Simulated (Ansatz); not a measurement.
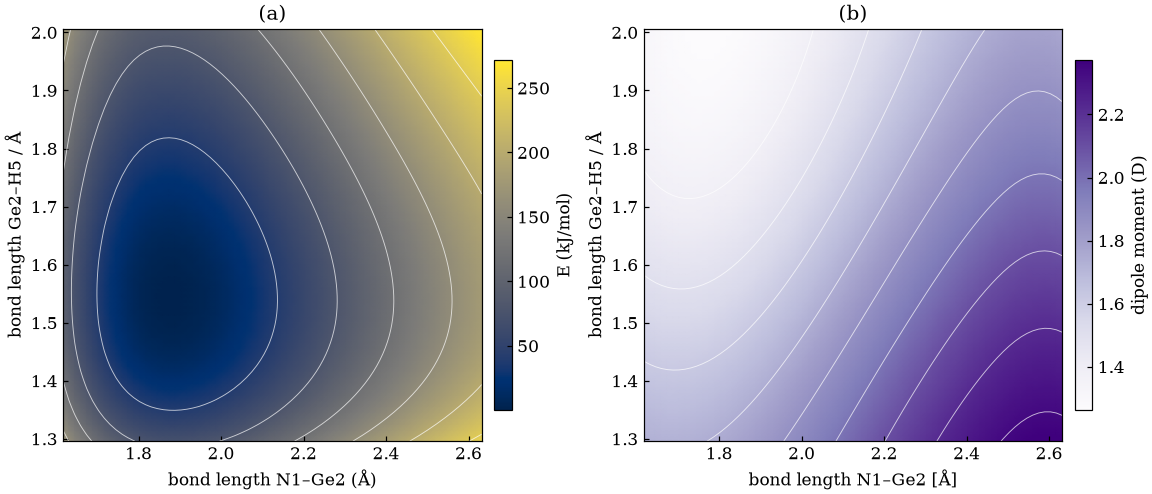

GeH₄N, SMILES [NH][GeH3], spin multiplicity 2. The first coordinate is: bond length N1–Ge2; the second: bond length Ge2–H5. Nothing is relaxed (all other coordinates rigid). The scan uses a 13 × 13 grid. All energies are given in kJ/mol relative to the relaxed molecule at the same level. Computed with UKS B3LYP-D4/def2-TZVP in Ansatz 0.2.0.

Panel (a) is the energy and panel (b) the computed dipole moment on the same grid.

Drawn: a smooth colour map with a few white contour lines. Between grid points the surface is interpolated.

> How does the dipole moment vary over the map, and what is it at the lowest grid point?

Leaving out the highest fifth of the energies, it runs from 1.26 D at bond length N1–Ge2 = 1.786 Å, bond length Ge2–H5 = 2.006 Å to 2.28 D at bond length N1–Ge2 = 2.463 Å, bond length Ge2–H5 = 1.355 Å. At the lowest grid point, bond length N1–Ge2 = 1.871 Å, bond length Ge2–H5 = 1.533 Å, it is 1.58 D.
